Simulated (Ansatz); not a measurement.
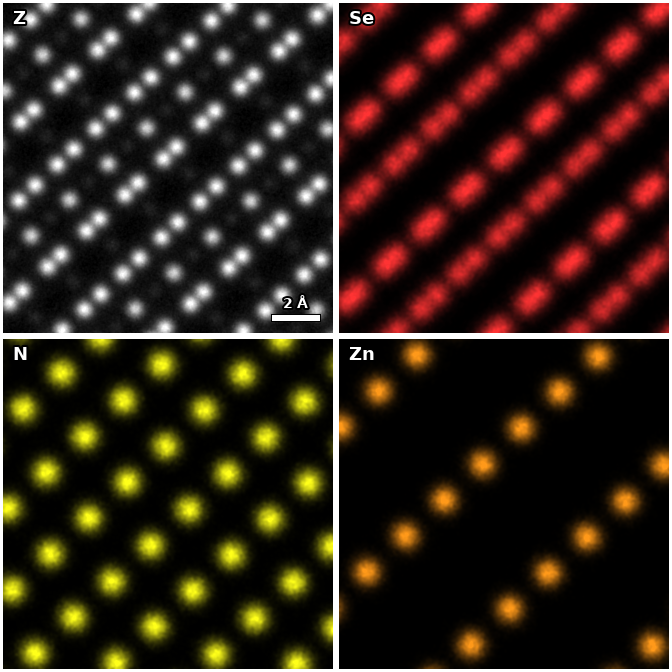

A crystal along [210]. Panel Z: Simulated incoherent Z contrast: every atom adds Z^1.7 spread by a probe of 0.52 Å full width; channelling and multiple scattering are left out. The probe carries 25 % of its weight in a tail 2.5 times as wide. The display is stretched by a gamma of 0.8; percentages refer to the linear signal. Shot noise was added. The other panels are simulated element maps (the number of atoms of one element along the beam, blurred by 0.9 Å, with counting noise; each on its own scale, no channelling).

### Describe the distribution of the elements over the columns.

The projected cell (2.26 × 5.47 Å, 102°) holds 7 columns: 4 of Se, 2 of N and 1 of Zn. No column is shared by two of the mapped elements. The brightest columns of the Z-contrast image hold Se.

The crystal is ZnSe4N2 (I-4, No. 82). Model: the end point of a relaxation with DFT, PAW plane waves, pbe (Ansatz 0.2.0); the starting structure was generated, so it need not be a known form of this composition.
